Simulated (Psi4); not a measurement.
**One shape, several levels: doublet SiNH4ClO+**

Aim: a comparison of 4 runs (U-r2SCAN/6-31G*, UBHLYP/6-31G*, UBLYP/6-31G*, UPBE0/6-31G*) of doublet SiNH4ClO+. 

The results are computed with Psi4 1.11.

2 further runs of the same task are left out: 2 that didn't finish.

## (1) The system as given

SiNH4ClO+ has 8 atoms, charge +1, and is taken as a doublet. As SMILES of the parent species, `N[SiH](O)Cl`. The coordinates come from a PBE0-D4/def2-TZVP relaxation. This is one conformer, not always the lowest. That shape belongs to the parent species and isn't relaxed for this state.

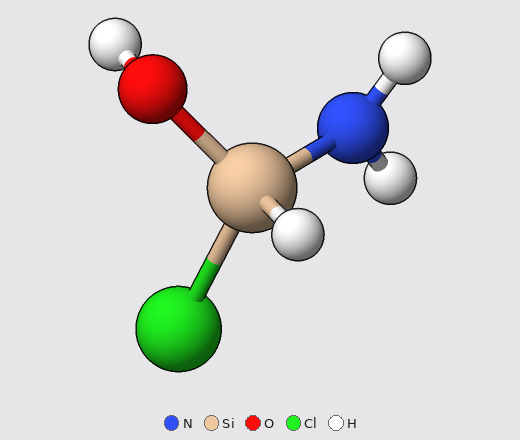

Viewed from a chosen angle; nitrogen blue, silicon light orange, oxygen red, chlorine green, hydrogen white.

## (2) Energy and forces at U-r2SCAN/6-31G(d) (spherical functions) (run 1)

The input, job.json:

```json
{
  "schema_name": "qcschema_input",
  "schema_version": 1,
  "molecule": {
    "schema_name": "qcschema_molecule",
    "schema_version": 2,
    "symbols": ["N", "Si", "O", "Cl", "H", "H", "H", "H"],
    "geometry": [-1.41691665, 1.67354146, -0.54613085, 0.99097238, -0.42745605, -0.21788542, 1.04180601, -1.62762111, 2.62086116, 0.32711159, -3.10217441, -2.96101186, -2.30017464, 1.88594667, -2.21608183, -1.52482001, 3.23596702, 0.53479249, 3.58424354, 0.52383208, -0.58316948, -0.52817845, -2.26993902, 3.2629901],
    "molecular_charge": 1,
    "molecular_multiplicity": 2,
    "fix_symmetry": "c1",
    "fix_com": true,
    "fix_orientation": true
  },
  "driver": "gradient",
  "model": {
    "method": "r2scan",
    "basis": "6-31G*"
  },
  "keywords": {
    "reference": "uks",
    "puream": true,
    "e_convergence": 1e-09,
    "d_convergence": 1e-08,
    "scf_type": "pk",
    "dft_radial_points": 99,
    "dft_spherical_points": 590,
    "maxiter": 100,
    "scf_properties": ["MULLIKEN_CHARGES", "WIBERG_LOWDIN_INDICES", "LOWDIN_CHARGES"]
  }
}
```

Launch:

```bash
psi4 --qcschema job.json -n 1 --memory 2200MB
```

stdout:

```text
[...]
  Running in c1 symmetry.
[...]
  Nuclear repulsion =  228.759091881909143
[...]
  Multiplicity = 2
[...]
  Nalpha       = 25
  Nbeta        = 24
[...]
    Number of basis functions: 72
[...]
   @UKS iter   1:  -881.19656550825789    4.88578e-01   1.34562e-02 ADIIS/DIIS
[...]
   @UKS iter  18:  -881.65802988144833   -1.18234e-11   9.89672e-09 DIIS
[...]
   @S^2 Observed:                7.566135781E-01
[...]
    Orbital Energies [Eh]
    ---------------------
    Alpha Occupied:
       1A   -101.394131     2A    -66.120977     3A    -19.207915
       4A    -14.501337     5A     -9.571687     6A     -7.315368
       7A     -7.310135     8A     -7.307202     9A     -5.494973
      10A     -3.838035    11A     -3.837277    12A     -3.834434
      13A     -1.206978    14A     -1.149937    15A     -1.000581
      16A     -0.779288    17A     -0.771690    18A     -0.716535
      19A     -0.634049    20A     -0.612509    21A     -0.566803
      22A     -0.552293    23A     -0.532395    24A     -0.507596
      25A     -0.500510
    Alpha Virtual:
[...]
  @UKS Final Energy:  -881.65802988144833
   => Energetics <=
    Nuclear Repulsion Energy =            228.7590918819091428
    One-Electron Energy =               -1661.0053849720759445
    Two-Electron Energy =                 616.4513768806305052
    DFT Exchange-Correlation Energy =     -65.8631136719121173
    Empirical Dispersion Energy =           0.0000000000000000
    VV10 Nonlocal Energy =                  0.0000000000000000
    Total Energy =                       -881.6580298814483285
[...]
 Multipole Moments:
 ------------------------------------------------------------------------------------
     Multipole            Electronic (a.u.)      Nuclear  (a.u.)        Total (a.u.)
 ------------------------------------------------------------------------------------
 L = 1.  Multiply by 2.5417464519 to convert [e a0] to [Debye]
 Dipole X            :        -17.9364610           17.0816123           -0.8548486
 Dipole Y            :         57.5360695          -56.6517216            0.8843480
 Dipole Z            :         34.9375834          -35.2450929           -0.3075095
 Magnitude           :                                                    1.2678326
[...]
  Mulliken Charges: (a.u.)
   Center  Symbol    Alpha    Beta     Spin     Total
       1     N     4.18727  3.46861  0.71866 -0.65587
       2    SI     6.52654  6.59001 -0.06347  0.88345
       3     O     4.36657  4.25133  0.11524 -0.61789
       4    CL     8.62095  8.46057  0.16038 -0.08153
       5     H     0.25658  0.28094 -0.02436  0.46247
       6     H     0.25634  0.28147 -0.02513  0.46218
       7     H     0.53379  0.41239  0.12140  0.05382
       8     H     0.25196  0.25467 -0.00271  0.49337
   Total alpha = 25.00000, Total beta = 24.00000, Total charge =  1.00000
[...]
  -Total Gradient:
     Atom            X                  Y                   Z
    ------   -----------------  -----------------  -----------------
       1        0.006796477662    -0.024046850226     0.004773361292
       2       -0.036953789243     0.055101535668    -0.000739791549
       3       -0.001098971156    -0.006761025387     0.006061935947
       4       -0.000836730151    -0.006472831092    -0.003781381540
       5        0.016968101061     0.000376915888     0.011699721743
       6        0.003858969491    -0.014337927031    -0.010083667106
       7        0.001018698418    -0.012127208212     0.002575006157
       8        0.010291812065     0.007736099141    -0.011066234579
[...]
```

The result, in JSON:

```text
{
 "driver": "gradient",
 "model": {
  "method": "r2scan",
  "basis": "6-31G*"
 },
 "success": true,
 "return_result": [0.00679647766195398, -0.02404685022613709, 0.004773361292154707, -0.03695378924256683, 0.055101535667902046, -0.000739791548985437, -0.0010989711555943749, -0.00676102538702463, 0.0060619359469618606, -0.0008367301511878755, -0.006472831091960257, -0.003781381540139017, 0.01696810106090707, 0.00037691588815849664, 0.011699721743269664, 0.0038589694905736584, -0.014337927031326386, -0.010083667106428384, 0.0010186984175775127, -0.012127208212336267, 0.002575006156806392, 0.010291812064970762, 0.007736099140851424, -0.011066234578839845],
 "properties": {
  "calcinfo_nbasis": 72,
  "calcinfo_nmo": 72,
  "calcinfo_nalpha": 25,
  "calcinfo_nbeta": 24,
  "calcinfo_natom": 8,
  "nuclear_repulsion_energy": 228.75909188190914,
  "return_energy": -881.6580298814483,
  "return_gradient": [0.00679647766195398, -0.02404685022613709, 0.004773361292154707, -0.03695378924256683, 0.055101535667902046, -0.000739791548985437, -0.0010989711555943749, -0.00676102538702463, 0.0060619359469618606, -0.0008367301511878755, -0.006472831091960257, -0.003781381540139017, 0.01696810106090707, 0.00037691588815849664, 0.011699721743269664, 0.0038589694905736584, -0.014337927031326386, -0.010083667106428384, 0.0010186984175775127, -0.012127208212336267, 0.002575006156806392, 0.010291812064970762, 0.007736099140851424, -0.011066234578839845],
  "scf_one_electron_energy": -1661.005384972076,
  "scf_two_electron_energy": 616.4513768806305,
  "scf_xc_energy": -65.86311367191212,
  "scf_dipole_moment": [-0.8548486445236989, 0.8843479572293518, -0.3075095334135014],
  "scf_total_energy": -881.6580298814483,
  "scf_total_gradient": [0.00679647766195398, -0.02404685022613709, 0.004773361292154707, -0.03695378924256683, 0.055101535667902046, -0.000739791548985437, -0.0010989711555943749, -0.00676102538702463, 0.0060619359469618606, -0.0008367301511878755, -0.006472831091960257, -0.003781381540139017, 0.01696810106090707, 0.00037691588815849664, 0.011699721743269664, 0.0038589694905736584, -0.014337927031326386, -0.010083667106428384, 0.0010186984175775127, -0.012127208212336267, 0.002575006156806392, 0.010291812064970762, 0.007736099140851424, -0.011066234578839845],
  "scf_iterations": 18
 }
}
```

Run time: 1.8 min. Hardware: 1 thread of Intel Xeon Platinum 8259CL at 2.50GHz (Skylake/Cascade Lake), shared host; peak memory 1.2 GiB.

## (3) Energy and forces at UBHLYP/6-31G(d) (spherical functions) (run 2)

The input, calc.py:

```python
import psi4

psi4.set_memory(2200000000)
psi4.set_num_threads(1)
psi4.set_output_file('clh4nosi.out', False)

molecule = psi4.geometry("""
1 2
N     -0.749800     0.885600    -0.289000
Si     0.524400    -0.226200    -0.115300
O      0.551300    -0.861300     1.386900
Cl     0.173100    -1.641600    -1.566900
H     -1.217200     0.998000    -1.172700
H     -0.806900     1.712400     0.283000
H      1.896700     0.277200    -0.308600
H     -0.279500    -1.201200     1.726700
symmetry c1
""")

options = {'reference': 'uks', 'puream': True, 'e_convergence': 1e-09, 'd_convergence': 1e-08, 'scf_type': 'pk', 'dft_radial_points': 99, 'dft_spherical_points': 590, 'maxiter': 100}
psi4.set_options(options)

energy_value, wavefunction = psi4.gradient('bhhlyp/6-31G*', return_wfn=True)
psi4.oeprop(wavefunction, 'LOWDIN_CHARGES', 'QUADRUPOLE', 'MAYER_INDICES')
print('gradient / Eh bohr^-1')
print(energy_value.np.round(6))
print(f'energy = {wavefunction.energy():.10f} Eh')
```

Launch:

```bash
python calc.py
```

clh4nosi.out:

```text
[...]
  Running in c1 symmetry.
[...]
  Nuclear repulsion =  228.759091773363366
[...]
  Multiplicity = 2
[...]
  Nalpha       = 25
  Nbeta        = 24
[...]
    Number of basis functions: 72
[...]
   @UKS iter   1:  -881.42697286117459    1.61054e-01   1.04088e-02 ADIIS/DIIS
[...]
   @UKS iter  20:  -881.70889165476217   -4.88853e-12   6.77381e-09 DIIS
[...]
   @S^2 Observed:                7.572327591E-01
[...]
    Orbital Energies [Eh]
    ---------------------
    Alpha Occupied:
       1A   -102.967884     2A    -67.438557     3A    -19.908809
       4A    -15.199971     5A    -10.060964     6A     -7.711106
       7A     -7.706073     8A     -7.705625     9A     -5.901394
      10A     -4.166433    11A     -4.164667    12A     -4.162725
      13A     -1.374666    14A     -1.349657    15A     -1.124879
      16A     -0.932725    17A     -0.922370    18A     -0.829542
      19A     -0.787963    20A     -0.705346    21A     -0.669134
      22A     -0.642067    23A     -0.610632    24A     -0.569409
      25A     -0.565989
    Alpha Virtual:
[...]
  @UKS Final Energy:  -881.70889165476217
   => Energetics <=
    Nuclear Repulsion Energy =            228.7590917733633660
    One-Electron Energy =               -1661.2105594837471472
    Two-Electron Energy =                 584.6818159738337499
    DFT Exchange-Correlation Energy =     -33.9392399182120457
    Empirical Dispersion Energy =           0.0000000000000000
    VV10 Nonlocal Energy =                  0.0000000000000000
    Total Energy =                       -881.7088916547621693
[...]
  -Total Gradient:
     Atom            X                  Y                   Z
    ------   -----------------  -----------------  -----------------
       1        0.021936378357    -0.047443192331     0.011129850295
       2       -0.070654536314     0.097691618917    -0.010174444256
       3        0.015686477484    -0.017379625825     0.014427976455
       4        0.002924405788    -0.015698573631    -0.009613938380
       5        0.014066864297     0.000873056692     0.009973618869
       6        0.007983381347    -0.009437570745    -0.011535143748
       7        0.010213279044    -0.015266476030     0.003173782111
       8       -0.002156133486     0.006664951589    -0.007384751448
[...]
 Multipole Moments:
 ------------------------------------------------------------------------------------
     Multipole            Electronic (a.u.)      Nuclear  (a.u.)        Total (a.u.)
 ------------------------------------------------------------------------------------
 L = 1.  Multiply by 2.5417464519 to convert [e a0] to [Debye]
 Dipole X            :         -0.5334646           -1.0728176           -1.6062822
 Dipole Y            :         -2.2287651            5.0317101            2.8029450
 Dipole Z            :         -2.6113568            3.0944870            0.4831302
 Magnitude           :                                                    3.2665055
 L = 2.  Multiply by 1.3450342976 to convert [e a0^2] to [Debye ang]
 Quadrupole XX       :        -74.9577147           53.2328920          -21.7248227
 Quadrupole XY       :         36.0355576          -40.2951440           -4.2595864
[...]
```

On the terminal:

```text
gradient / Eh bohr^-1
[[ 0.021936 -0.047443  0.01113 ]
 [-0.070655  0.097692 -0.010174]
 [ 0.015686 -0.01738   0.014428]
 [ 0.002924 -0.015699 -0.009614]
 [ 0.014067  0.000873  0.009974]
 [ 0.007983 -0.009438 -0.011535]
 [ 0.010213 -0.015266  0.003174]
 [-0.002156  0.006665 -0.007385]]
energy = -881.7088916548 Eh
```

Wall time 45 s (1 thread of Intel Xeon Platinum 8259CL at 2.50GHz (Skylake/Cascade Lake), shared host); peak memory 1.1 GiB.

Run 3 isn't shown in full; the table further down has it.

## (4) Energy and gradient at UPBE0/6-31G(d) (spherical functions) (run 4)

The input, run.py:

```python
import numpy as np
from ase.calculators.psi4 import Psi4
from ase import Atoms

atoms = Atoms(['N', 'Si', 'O', 'Cl', 'H', 'H', 'H', 'H'], positions=[
    [-0.749800, 0.885600, -0.289000],
    [0.524400, -0.226200, -0.115300],
    [0.551300, -0.861300, 1.386900],
    [0.173100, -1.641600, -1.566900],
    [-1.217200, 0.998000, -1.172700],
    [-0.806900, 1.712400, 0.283000],
    [1.896700, 0.277200, -0.308600],
    [-0.279500, -1.201200, 1.726700],
])
calc = Psi4(atoms=atoms, method='pbe0', basis='6-31G*', memory='2200MB', num_threads=1, charge=1, multiplicity=2, label='calc', reference='uks')
calc.psi4.set_options({'puream': True, 'e_convergence': 1e-09, 'd_convergence': 1e-08, 'scf_type': 'pk', 'dft_radial_points': 99, 'dft_spherical_points': 590, 'maxiter': 100})
atoms.calc = calc

forces = atoms.get_forces()
print(f'energy: {atoms.get_potential_energy():.6f} eV')
print('forces / eV A^-1')
print(np.round(forces, 5))
```

Launch:

```bash
python run.py
```

calc.dat:

```text
[...]
  Running in c1 symmetry.
[...]
  Nuclear repulsion =  228.759091773363366
[...]
  Multiplicity = 2
[...]
  Nalpha       = 25
  Nbeta        = 24
[...]
    Number of basis functions: 72
[...]
   @UKS iter   1:  -880.99110735652971    3.52730e-01   1.20412e-02 ADIIS/DIIS
[...]
   @UKS iter  21:  -881.35808676456793   -3.18323e-12   4.11464e-09 DIIS
[...]
   @S^2 Observed:                7.570945972E-01
[...]
    Orbital Energies [Eh]
    ---------------------
    Alpha Occupied:
       1A   -101.892989     2A    -66.542442     3A    -19.448442
       4A    -14.746716     5A     -9.724785     6A     -7.457941
       7A     -7.452347     8A     -7.450388     9A     -5.620100
      10A     -3.955205    11A     -3.954262    12A     -3.951818
      13A     -1.262869    14A     -1.229543    15A     -1.050307
      16A     -0.841342    17A     -0.838491    18A     -0.767228
      19A     -0.693933    20A     -0.656336    21A     -0.614589
      22A     -0.593284    23A     -0.567304    24A     -0.536499
      25A     -0.531195
    Alpha Virtual:
[...]
  @UKS Final Energy:  -881.35808676456793
   => Energetics <=
    Nuclear Repulsion Energy =            228.7590917733633660
    One-Electron Energy =               -1661.1494068163515294
    Two-Electron Energy =                 600.6053110927616672
    DFT Exchange-Correlation Energy =     -49.5730828143413049
    Empirical Dispersion Energy =           0.0000000000000000
    VV10 Nonlocal Energy =                  0.0000000000000000
    Total Energy =                       -881.3580867645679291
[...]
 Multipole Moments:
 ------------------------------------------------------------------------------------
     Multipole            Electronic (a.u.)      Nuclear  (a.u.)        Total (a.u.)
 ------------------------------------------------------------------------------------
 L = 1.  Multiply by 2.5417464519 to convert [e a0] to [Debye]
 Dipole X            :         -0.2622591           -1.0728176           -1.3350767
 Dipole Y            :         -2.6357985            5.0317101            2.3959116
 Dipole Z            :         -2.6338399            3.0944870            0.4606471
 Magnitude           :                                                    2.7811900
[...]
  -Total Gradient:
     Atom            X                  Y                   Z
    ------   -----------------  -----------------  -----------------
       1        0.011465386917    -0.031724469374     0.006708049373
       2       -0.044345409600     0.074548148074    -0.003714522697
       3        0.002812815157    -0.011614040245     0.008315684581
       4       -0.000040036906    -0.010975494638    -0.006074808917
       5        0.016623495445     0.000590650235     0.012748508611
       6        0.005313247926    -0.013880155551    -0.011755897217
       7        0.001159467863    -0.014507134233     0.003327095526
       8        0.007011134875     0.007569551536    -0.009561751867
[...]
```

The script printed:

```text
energy: -23982.975125 eV
forces / eV A^-1
[[-5.89570e-01  1.63134e+00 -3.44940e-01]
 [ 2.28033e+00 -3.83342e+00  1.91010e-01]
 [-1.44640e-01  5.97220e-01 -4.27610e-01]
 [ 2.06000e-03  5.64380e-01  3.12380e-01]
 [-8.54810e-01 -3.03700e-02 -6.55550e-01]
 [-2.73220e-01  7.13750e-01  6.04510e-01]
 [-5.96200e-02  7.45990e-01 -1.71090e-01]
 [-3.60530e-01 -3.89240e-01  4.91690e-01]]
```

Wall time 51 s (1 thread of Intel Xeon Platinum 8259CL at 2.50GHz (Skylake/Cascade Lake), shared host); peak memory 1.1 GiB.

## (5) Overview of the runs

```csv
run,level,task,energy (Eh),HOMO energy (eV),LUMO energy (eV),⟨S²⟩,wall time
1,U-r2SCAN/6-31G* (spherical functions),gradient,-881.658030,-13.48,-13.14,0.757,1.8 min
2,UBHLYP/6-31G* (spherical functions),gradient,-881.708892,-15.32,-11.39,0.757,45 s
3,UBLYP/6-31G* (spherical functions),energy,-881.741764,-13.13,-12.92,0.753,32 s
4,UPBE0/6-31G* (spherical functions),gradient,-881.358087,-14.32,-12.56,0.757,51 s
```

## (6) Summary of results

| quantity | value |
| --- | --- |
| run 4: total energy | -881.35809 Eh |
| run 4: HOMO energy (highest over α and β) | -14.32 eV |
| run 4: LUMO energy (lowest over α and β) | -12.56 eV |
| run 4: ⟨S²⟩ | 0.757 |
| run 4: largest force on an atom | 4.464 eV/Å |

What this shows: Totals of different functionals can't be ranked against each other. All runs together took 3.9 min, the longest 1.8 min.
